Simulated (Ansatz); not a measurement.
## Molecular dynamics of C5H3 (part 2 of 2)

Continued. System: C5H3 (slab, 32 atoms in the cell). Method: DFT PBE-D3(BJ), scalar-relativistic, plane waves, PAW, PAW set soft_1, no spin polarisation (Ansatz 0.2.0); cutoff 420 eV, 2×2×1 k-mesh, Fermi–Dirac smearing of 0.05 eV. The input holds or restrains some coordinates. It belongs to a series of runs on one base structure; here: dynamics from the start.

Log, continued:
```
md step    64: t =    32.00 fs  T =   272.9 K  F+E_penalty+E_count = -5192.13382901 eV  E_kin = 0.564355 eV  conserved = -5191.59389970 eV  (3 SCF iters, 3 dispersion substeps)
md step    65: t =    32.50 fs  T =   288.6 K  F+E_penalty+E_count = -5192.16563165 eV  E_kin = 0.596851 eV  conserved = -5191.59417775 eV  (3 SCF iters, 3 dispersion substeps)
md step    66: t =    33.00 fs  T =   299.8 K  F+E_penalty+E_count = -5192.18794322 eV  E_kin = 0.619970 eV  conserved = -5191.59440265 eV  (4 SCF iters, 3 dispersion substeps)
md step    67: t =    33.50 fs  T =   304.7 K  F+E_penalty+E_count = -5192.19716536 eV  E_kin = 0.630120 eV  conserved = -5191.59454854 eV  (4 SCF iters, 3 dispersion substeps)
md step    68: t =    34.00 fs  T =   302.4 K  F+E_penalty+E_count = -5192.19127054 eV  E_kin = 0.625332 eV  conserved = -5191.59453395 eV  (4 SCF iters, 3 dispersion substeps)
md step    69: t =    34.50 fs  T =   293.2 K  F+E_penalty+E_count = -5192.17098196 eV  E_kin = 0.606388 eV  conserved = -5191.59427376 eV  (3 SCF iters, 3 dispersion substeps)
md step    70: t =    35.00 fs  T =   279.4 K  F+E_penalty+E_count = -5192.14093975 eV  E_kin = 0.577918 eV  conserved = -5191.59375779 eV  (9 SCF iters, 3 dispersion substeps)
automatic band count: iteration 1 solves 53 bands in place of 78: the levels show a gap, and the empty bands left out lie too high to hold charge; the band table lists the bands solved (type scf.n_extra_bands for more)
preconditioner: auto → LDOS  [insulator: Δε(μ)=0.126 eV  Ē_g=12.264 eV  σ=0.050 eV  W_gap=0.56  n_scr=76 (ndim 8)  ℏωp=16.6 eV  f_vac=0.594  D(μ)=5.10/eV (n_scr^D=20)  ε∞_Penn≈2.8  β→1.0]
md step    71: t =    35.50 fs  T =   265.1 K  F+E_penalty+E_count = -5192.10965480 eV  E_kin = 0.548292 eV  conserved = -5191.59311703 eV  (4 SCF iters, 3 dispersion substeps)
```

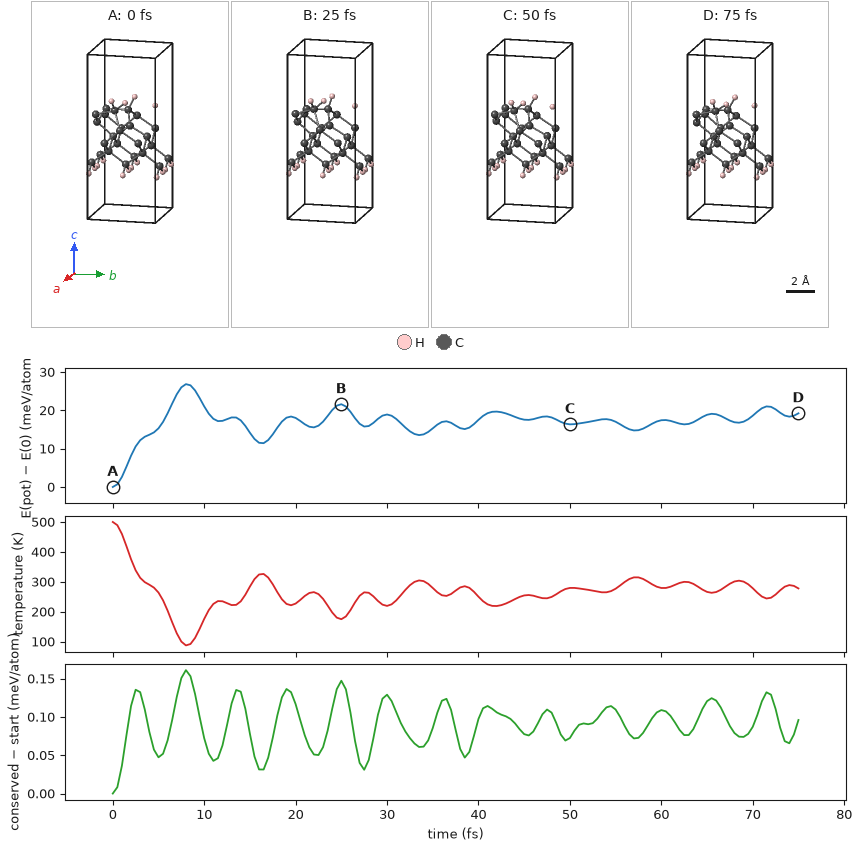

Figure 1. Frames of the molecular dynamics (ball-and-stick, simulation cell, with the vacuum cut short, seen slightly off an axis) above the curves, on which the letters mark them. The trajectory kept here has 151 frames over 75 fs. The temperature starts at 500 K, ranges from 87 to 500 K and averages 272 K over the second half. The potential energy ends 19.2 meV/atom above its first value. The conserved quantity stays within 0.16 meV/atom. With the common drift removed, the root-mean-square displacement is 0.05 Å, and H32 has moved furthest (0.14 Å).

```
automatic band count: iteration 1 solves 53 bands in place of 78: the levels show a gap, an
[...]
Free energy (F): -5192.015277 eV
Harris-Foulkes:  -5192.015277 eV  (|F-HF|=1.90e-8)
Internal energy: -5191.982304 eV  (E = F + TS)
E sigma→0 (E₀):  -5191.998790 eV
Entropy (-TS):   -0.032973 eV (-1.030 meV/atom)
Fermi energy:    1.753428 eV
--- Per-component energies (eV) ---
  E_band       = -699.518094
  E_kinetic    = 1985.263872
  E_local      = -47097.636000  (includes V_loc(G=0)·N_el)
  E_nonlocal   = 474.376436
  E_hartree    = 22713.069826
  E_xc         = -1065.679935
  E_vxc        = -1321.810871  (∫ρ·V_xc dr)
  E_paw        = -2008.831383  (= ΣΔE_a)
  E_vpaw       = -165.831673  (= ΣTr[D̂ρ^β])
  E_aug_tail   = -0.013927  (compensation charges beyond the density's cutoff)
  E_ewald      = 19810.812059
  E_disp       = -3.343252  (pairwise vdW)
  E_smearing   = -0.032973  (= −TS)
  E_closure    = 0.000000  (closes the sum)
  Σ components = -5192.015277   (vs F -5192.015277, Δ=0.00e0)
--- Forces (eV/Å), atoms counted from 1 ---
  atom   1  H     -8.87837942    -0.10873478     0.02913212
  atom   2  H      8.73409362     0.00579523    -0.01056105
  atom   3  H     -8.82343668     0.00262764    -0.01385772
  atom   4  H      8.91275344    -0.08521671     0.02592926
  atom   5  H     -8.80645059    -0.00207575    -0.03132409
  atom   6  H      8.61329944     0.07079141    -0.04055874
  atom   7  H     -8.78868763     0.11672829    -0.13735367
  atom   8  H      8.81314025    -0.01582681    -0.02363650
  atom   9  C      0.00617430    -0.02818984     1.57438486
  atom  10  C     -0.05410052    -0.12718886     1.43129102
  atom  11  C     -0.01635400     0.06950010     1.67056269
  atom  12  C      0.47478035     0.22904528     1.28547585
  atom  13  C      0.22082045    -0.21847442    -3.01053004
  atom  14  C      2.38367269     0.21666103    -3.61448826
  atom  15  C      0.01224235    -0.22131658    -0.12774821
  atom  16  C      1.13064958    -0.21231042     0.22932471
  atom  17  C     -0.20797297     1.20964151    -0.87712057
  atom  18  C     -2.04451905    -2.63757798    -0.06409072
  atom  19  C     -1.49978523     0.72764539    -0.43107434
  atom  20  C     -0.64830253    -0.12948374    -0.04474259
  atom  21  C      0.43304847    -1.04811058    -0.54957424
  atom  22  C      1.07667657     1.54107767     0.97122947
  atom  23  C     -0.55300864     1.44915193     0.07607240
  atom  24  C      0.40764353     1.15643465    -0.59452404
  atom  25  C     -0.89368234    -0.18650415     0.67108553
  atom  26  C      0.00440095    -2.27641973     1.51664714
  atom  27  C      0.69394422     0.43560426     1.35262132
  atom  28  C     -0.08461907    -0.29639538     0.52720036
  atom  29  H     -0.12950385     1.32886724    -1.04467258
  atom  30  H     -0.38715011    -0.65487442    -0.68627104
  atom  31  H     -0.82060300    -0.04149254    -0.25085106
  atom  32  H      0.71918735    -0.26933987     0.19195284
  max |Σ_I F_I| component: 6.99e-5 eV/Å
--- MD trajectory: 150 steps, t = 0.0 → 75.0 fs ---
  final state: T = 277.9 K   F+E_penalty+E_count = -5192.01527680 eV   E_kin = 0.574741 eV
  conserved energy: peak-to-peak 5.157e-3 eV (1.611e-4 eV/atom) over 75.0 fs
```

Trajectory as extended XYZ (Å, eV, eV/Å), 3 of the 151 frames kept, from step=0 to step=150:
```
32
Lattice="5.0487 0.0000 0.0000 0.0000 5.0487 0.0000 0.0000 0.0000 18.1356" Properties=species:S:1:pos:R:3:forces:R:3 step=0 time_fs=0.0 energy=-5192.63057 temperature=500.0
H     2.1598    0.0000    1.0000   -8.8789  -0.0582   0.0669
H     0.3646    0.0000    1.0000    8.7533  -0.0298  -0.0242
H     4.6842    0.0000    1.0000   -8.8217  -0.0325  -0.0310
H     2.8890    0.0000    1.0000    8.9520  -0.0547   0.0448
H     2.1598    2.5244    1.0000   -8.8003   0.0262  -0.0182
H     0.3646    2.5244    1.0000    8.7082   0.0401   0.0065
H     4.6842    2.5244    1.0000   -8.8355   0.0751  -0.0604
H     2.8890    2.5244    1.0000    8.8357   0.0354  -0.0315
C     1.2622    0.0000    1.6347   -0.1844  -0.1001   1.4414
C     3.7866    0.0000    1.6347    0.0579  -0.1257   1.2966
C     1.2622    2.5244    1.6347    0.1403   0.1226   1.5725
C     3.7866    2.5244    1.6347    0.1966   0.1579   1.3402
C     1.2622    1.2622    2.5272   -0.4644  -0.2494  -2.6825
C     3.7866    1.2622    2.5272    0.7635   0.1303  -3.0190
C     1.2622    3.7866    2.5272   -0.6865   0.0075  -0.1828
C     3.7866    3.7866    2.5272    0.2564   0.0695   0.2506
C    -0.0083    1.2568    3.3889   -0.0081  -0.0038   0.0029
C     2.5658    1.2843    3.3647    0.0077  -0.0051  -0.0114
C    -0.0007    3.7695    3.5207    0.0038   0.0072   0.0163
C     2.5336    3.7959    3.4807    0.0094   0.0157   0.0099
C     0.0541    0.0434    4.3465   -0.0157  -0.0120   0.0183
C     2.5617    0.0859    4.3540    0.0293  -0.0060   0.0151
C    -0.0057    2.4103    4.3889   -0.0287   0.0090  -0.0221
C     2.4009    2.4942    4.1615   -0.0028  -0.0104  -0.0122
C     1.3233    0.4590    5.0791    0.0037   0.0061   0.0167
C     3.8531    0.3124    5.2123    0.0125   0.0233  -0.0522
C     1.3502    2.0915    5.0957    0.0151  -0.0094   0.0609
C     4.1274    1.7965    5.6322    0.0073   0.0018  -0.0279
H     3.8292   -0.3171    6.1105   -0.0106  -0.0575   0.0158
H     1.3692    2.5809    6.0827   -0.0142   0.0089  -0.0243
H     4.8257    1.7308    6.4803    0.0173   0.0063   0.0125
H     3.2973    2.3548    6.0460   -0.0180   0.0120   0.0118
32
Lattice="5.0487 0.0000 0.0000 0.0000 5.0487 0.0000 0.0000 0.0000 18.1356" Properties=species:S:1:pos:R:3:forces:R:3 step=75 time_fs=37.5 energy=-5192.11767 temperature=270.6
H     2.1598    0.0000    1.0000   -8.8636  -0.0590   0.0563
H     0.3646    0.0000    1.0000    8.7429  -0.0533  -0.0047
H     4.6842    0.0000    1.0000   -8.7992  -0.0543  -0.0055
H     2.8890    0.0000    1.0000    8.9543  -0.0630   0.0219
H     2.1598    2.5244    1.0000   -8.7729   0.0204  -0.0143
H     0.3646    2.5244    1.0000    8.6896   0.0338  -0.0254
H     4.6842    2.5244    1.0000   -8.8175   0.0674  -0.0746
H     2.8890    2.5244    1.0000    8.8306   0.0269  -0.0459
C     1.2622    0.0000    1.6347   -0.0385  -0.1267   1.5876
C     3.7866    0.0000    1.6347   -0.2309  -0.1670   1.4729
C     1.2622    2.5244    1.6347    0.0131   0.1387   1.6092
C     3.7866    2.5244    1.6347    0.2451   0.2052   1.3670
C     1.2622    1.2622    2.5272   -0.6228  -0.2050  -2.5394
C     3.7866    1.2622    2.5272    0.6185   0.2007  -2.8245
C     1.2622    3.7866    2.5272   -0.8444  -0.4426  -0.2383
C     3.7866    3.7866    2.5272    0.1670  -0.5362   0.5062
C    -0.0158    1.2359    3.3975   -0.3390   0.7780  -0.3885
C     2.5688    1.2886    3.3682   -0.7537  -1.1319   0.2127
C     0.0074    3.7660    3.5221   -0.8058  -0.1345  -0.1574
C     2.5240    3.7421    3.5152   -0.2087   1.9914  -0.9651
C     0.0125    0.0362    4.3138    0.6707   0.0361   0.9179
C     2.5049    0.0454    4.3516    1.0245   0.8348   1.0011
C    -0.0403    2.3951    4.4145    0.1335  -0.4414  -0.2896
C     2.3238    2.4800    4.1617    1.3630  -0.9613   0.2117
C     1.2660    0.4387    5.1204    0.7971  -0.2611  -0.7392
C     3.8470    0.2754    5.2068   -1.0560   0.2049  -0.7019
C     1.3060    2.0598    5.1034   -0.0997  -0.6133  -1.2236
C     4.0998    1.7071    5.7216   -0.5531   1.1652  -1.5613
H     3.9377   -0.3366    6.0780   -0.3571  -0.9734   0.6676
H     1.3074    2.6210    5.9801    0.1567   0.8039   2.1274
H     4.7416    1.6107    6.5788    0.9619   0.0647   0.3006
H     3.2982    2.3306    6.1212   -0.2054  -0.3481  -0.2609
32
Lattice="5.0487 0.0000 0.0000 0.0000 5.0487 0.0000 0.0000 0.0000 18.1356" Properties=species:S:1:pos:R:3:forces:R:3 step=150 time_fs=75.0 energy=-5192.01528 temperature=277.9
H     2.1598    0.0000    1.0000   -8.8784  -0.1087   0.0291
H     0.3646    0.0000    1.0000    8.7341   0.0058  -0.0106
H     4.6842    0.0000    1.0000   -8.8234   0.0026  -0.0139
H     2.8890    0.0000    1.0000    8.9128  -0.0852   0.0259
H     2.1598    2.5244    1.0000   -8.8065  -0.0021  -0.0313
H     0.3646    2.5244    1.0000    8.6133   0.0708  -0.0406
H     4.6842    2.5244    1.0000   -8.7887   0.1167  -0.1374
H     2.8890    2.5244    1.0000    8.8131  -0.0158  -0.0236
C     1.2622    0.0000    1.6347    0.0062  -0.0282   1.5744
C     3.7866    0.0000    1.6347   -0.0541  -0.1272   1.4313
C     1.2622    2.5244    1.6347   -0.0164   0.0695   1.6706
C     3.7866    2.5244    1.6347    0.4748   0.2290   1.2855
C     1.2622    1.2622    2.5272    0.2208  -0.2185  -3.0105
C     3.7866    1.2622    2.5272    2.3837   0.2167  -3.6145
C     1.2622    3.7866    2.5272    0.0122  -0.2213  -0.1277
C     3.7866    3.7866    2.5272    1.1306  -0.2123   0.2293
C     0.0196    1.2075    3.3965   -0.2080   1.2096  -0.8771
C     2.6295    1.3523    3.3596   -2.0445  -2.6376  -0.0641
C     0.0656    3.7349    3.5441   -1.4998   0.7276  -0.4311
C     2.5740    3.7950    3.4750   -0.6483  -0.1295  -0.0447
C     0.0827    0.0477    4.3704    0.4330  -1.0481  -0.5496
C     2.5752    0.0620    4.3083    1.0767   1.5411   0.9712
C     0.0443    2.3616    4.3706   -0.5530   1.4492   0.0761
C     2.4271    2.4882    4.1667    0.4076   1.1564  -0.5945
C     1.3812    0.4608    5.0347   -0.8937  -0.1865   0.6711
C     3.8805    0.3681    5.2005    0.0044  -2.2764   1.5166
C     1.3679    2.0704    5.0625    0.6939   0.4356   1.3526
C     4.1611    1.8560    5.6002   -0.0846  -0.2964   0.5272
H     3.8685   -0.3597    6.1100   -0.1295   1.3289  -1.0447
H     1.4411    2.6268    6.0587   -0.3872  -0.6549  -0.6863
H     4.8885    1.8355    6.4579   -0.8206  -0.0415  -0.2509
H     3.2871    2.4342    5.9307    0.7192  -0.2693   0.1920
```

This output came from the following input.

Input:
```yaml
accuracy: low
crystal:
  lattice:
    - [5.048742, 0.0, 0.0]
    - [0.0, 5.048742, 0.0]
    - [0.0, 0.0, 18.135561]
  atoms:
    - { symbol: H, position: [0.4277868, 0.0, 0.0551403] }
    - { symbol: H, position: [0.0722132, 0.0, 0.0551403] }
    - { symbol: H, position: [0.9277868, 0.0, 0.0551403] }
    - { symbol: H, position: [0.5722132, 0.0, 0.0551403] }
    - { symbol: H, position: [0.4277868, 0.5, 0.0551403] }
    - { symbol: H, position: [0.0722132, 0.5, 0.0551403] }
    - { symbol: H, position: [0.9277868, 0.5, 0.0551403] }
    - { symbol: H, position: [0.5722132, 0.5, 0.0551403] }
    - { symbol: C, position: [0.25, 0.0, 0.0901378] }
    - { symbol: C, position: [0.75, 0.0, 0.0901378] }
    - { symbol: C, position: [0.25, 0.5, 0.0901378] }
    - { symbol: C, position: [0.75, 0.5, 0.0901378] }
    - { symbol: C, position: [0.25, 0.25, 0.1393505] }
    - { symbol: C, position: [0.75, 0.25, 0.1393505] }
    - { symbol: C, position: [0.25, 0.75, 0.1393505] }
    - { symbol: C, position: [0.75, 0.75, 0.1393505] }
    - { symbol: C, position: [-0.00163779, 0.24893154, 0.18686718] }
    - { symbol: C, position: [0.50819727, 0.25438767, 0.18552975] }
    - { symbol: C, position: [-0.00014091, 0.74663101, 0.19413335] }
    - { symbol: C, position: [0.50183274, 0.75184908, 0.19192827] }
    - { symbol: C, position: [0.01071354, 0.00860171, 0.23966539] }
    - { symbol: C, position: [0.50740168, 0.01701021, 0.24007912] }
    - { symbol: C, position: [-0.00112695, 0.47741184, 0.24200726] }
    - { symbol: C, position: [0.47555179, 0.49402278, 0.22946411] }
    - { symbol: C, position: [0.26209827, 0.09090609, 0.28006223] }
    - { symbol: C, position: [0.76318865, 0.06188228, 0.28740774] }
    - { symbol: C, position: [0.26744258, 0.41425812, 0.28097872] }
    - { symbol: C, position: [0.81751743, 0.35582357, 0.31056118] }
    - { symbol: H, position: [0.75844219, -0.06279822, 0.33693272] }
    - { symbol: H, position: [0.27119989, 0.51120413, 0.33540396] }
    - { symbol: H, position: [0.95582302, 0.34281178, 0.35732689] }
    - { symbol: H, position: [0.65309864, 0.46642105, 0.33337975] }
basis:
  ecutwfc: 420.0
kpoints:
  mp_grid: { grid: [2, 2, 1] }
hamiltonian:
  xc: pbe
  dispersion: d3bj
  pseudopotentials: { kind: paw, azcp: { folder: soft_1 } }
scf:
  occupations: { method: fermi_dirac, width: 0.05 }
  lower_state_search: "off"
md:
  timestep: 0.5
  n_steps: 150
  ensemble: nvt_nose_hoover
  temperature: 500.0
  initial_velocities: maxwell_boltzmann
  seed: 921122
  nose_hoover: { tau: 100.0, chain_length: 3 }
  constraints: [{ sites: [0, 1, 2, 3, 4, 5, 6, 7, 8, 9, 10, 11, 12, 13, 14, 15] }]
```

Launch command:
```bash
ansatz run input.yaml --threads 1 --pin off --max-ram 3072MiB --backend cpu --events-out ev --progress --plain --runs-dir out
```

Results in brief:

```csv
quantity,value
outcome,finished
mean temperature over the second half,272 K
trajectory,"150 steps, 75 fs"
ensemble,nvt_nose_hoover
temperature in the input,500.0 K
time step,0.5 fs
electrons treated,92
potential energy (free energy of the electrons) (last step),−5192.0153 eV
Fermi energy (last step),1.753 eV
"largest force (length of the vector) (last step), held atoms and coordinates included",8.913 eV/Å
hardware,"1 thread of Arm Neoverse V2, 24 GiB of memory available, shared host"
wall time,9.9 min
peak memory,0.68 GiB
```

Notes:

The input asks for low accuracy. The k-point mesh is coarse for a cell of this size, so the results may not be converged. So short a trajectory is not equilibrated. The temperature stays far from the 500 K of the thermostat over the second half: the run isn't equilibrated.
